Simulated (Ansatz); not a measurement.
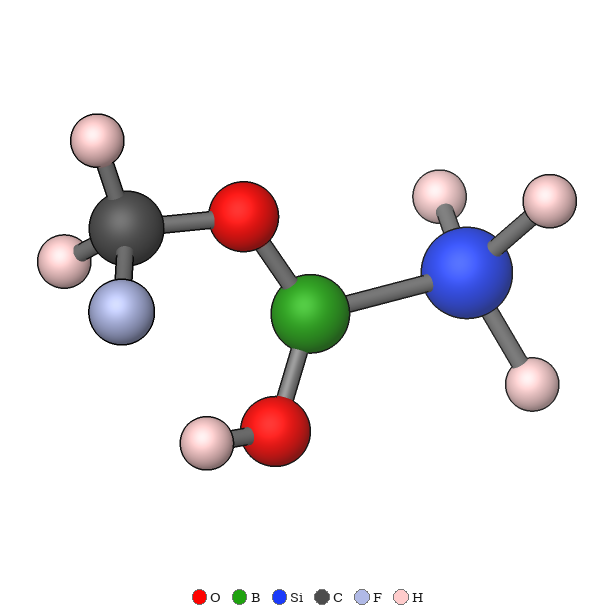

The computed structure is the end point of a PBE0-D4/def2-TZVP optimisation. No frequency run is at hand to confirm it as a minimum.

Give the formula.

CH₆BFO₂Si, 12 atoms: 1 carbon, 6 hydrogen, 1 boron, 1 fluorine, 2 oxygen and 1 silicon.

Describe its rings.

It has no ring.

Count the bonded pairs by element.

3 Si–H, 2 B–O, 2 C–H, 1 B–Si, 1 C–O, 1 C–F, 1 O–H.

Give the symmetry (Schoenflies symbol).

C1.

More results for the same structure follow; atom numbers are the same in all pictures, views and colours differ.

Shape

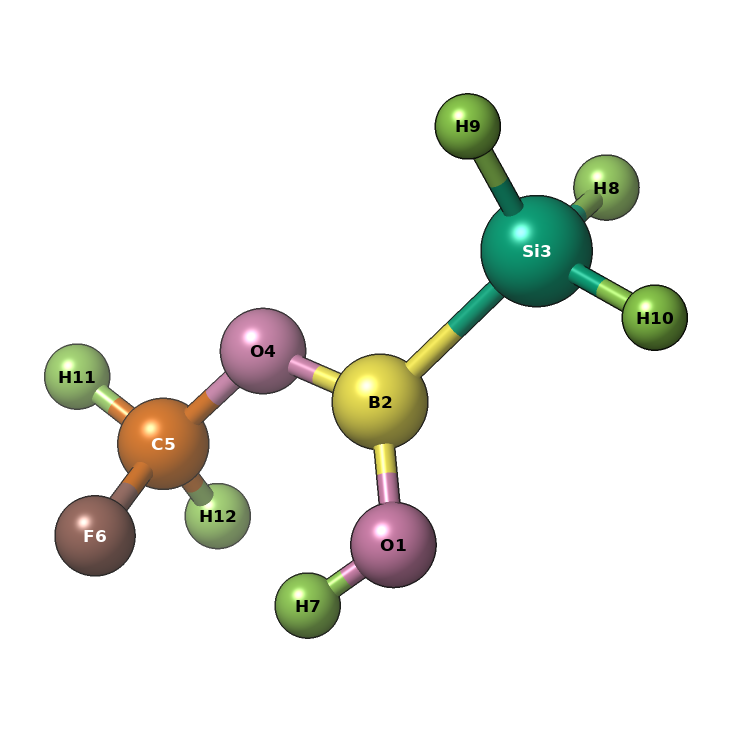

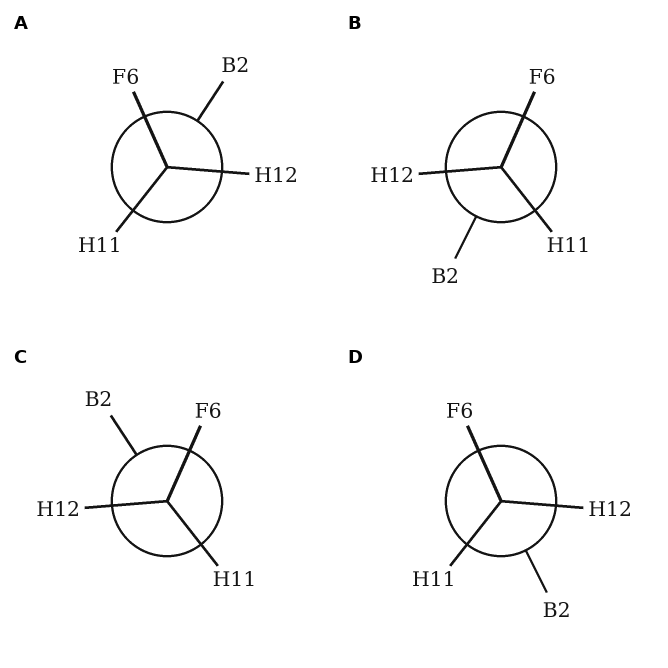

Depth is shown by fading: the farther an atom, the more it takes the colour of the background. Bonds that would overlap in a projection are set slightly apart. No frequency run is at hand to confirm it as a minimum.

Which Newman projection shows the view along C5–O4, with C5 in front?

A. The torsion angle F6–C5–O4–B2 is 57°, synclinal (gauche).

Charges

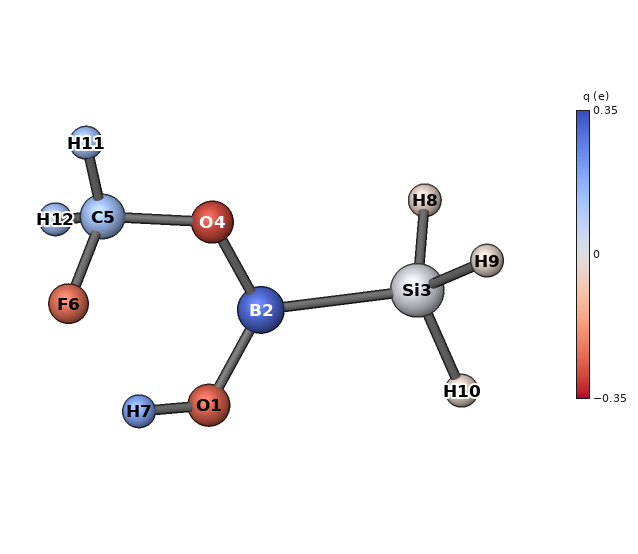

Atoms are coloured by their Mulliken charges. No frequency run is at hand to confirm it as a minimum. Level of theory: RKS ωB97M-V/def2-TZVPP (Ansatz 0.2.0).

Give the Mulliken charges atom by atom.

```
atom  value (e)
  O1      −0.26
  B2       0.30
 Si3       0.01
  O4      −0.29
  C5       0.12
  F6      −0.24
  H7       0.19
  H8      −0.03
  H9      −0.03
 H10      −0.03
 H11       0.13
 H12       0.12
```

Dipole moment

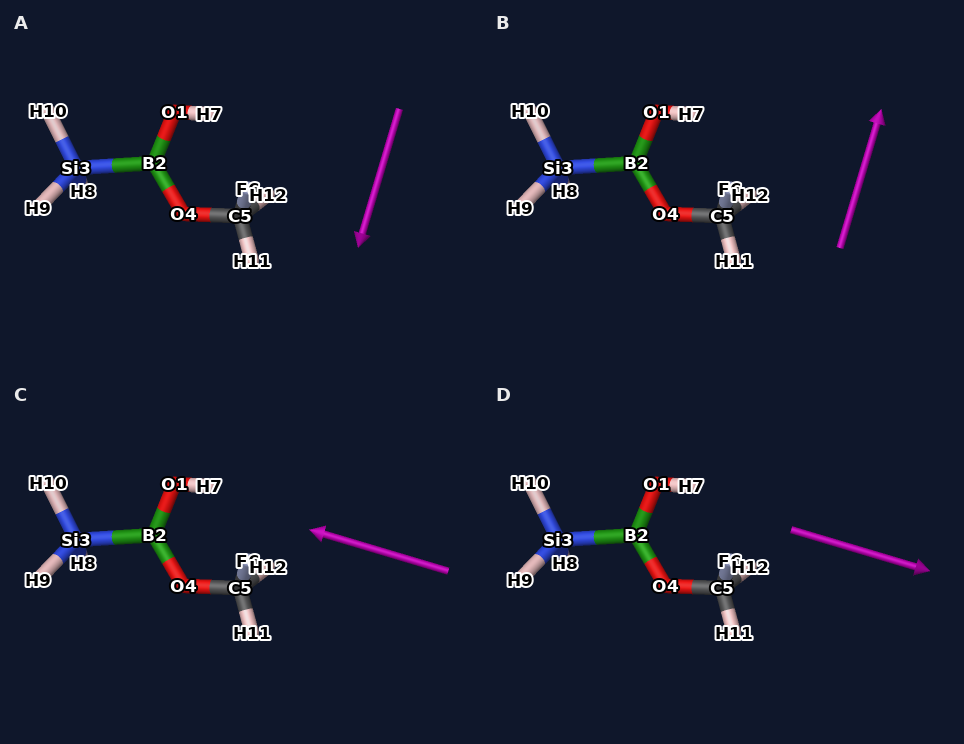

The same molecule four times, each with an arrow. No frequency run is at hand to confirm it as a minimum. Method: RKS PBE-D4/def2-TZVPP (Ansatz 0.2.0).

Which arrow points along the dipole moment, from the negative to the positive end?

D. The dipole moment is 2.49 D; it points from the side of H10 to the side of H11, H12 (the outermost atoms at the two ends).

Electronic properties

No frequency run is at hand to confirm it as a minimum. Properties computed with RKS PBE0-D4/def2-TZVPP (Ansatz 0.2.0).

Computed properties:

- HOMO energy (Kohn–Sham orbital): −8.45 eV
- LUMO energy (Kohn–Sham orbital): −0.43 eV
- HOMO–LUMO gap: 8.02 eV
- dispersion correction: −18.6 kJ/mol

Mulliken values depend strongly on the basis set and can even reverse the polarity of a bond.
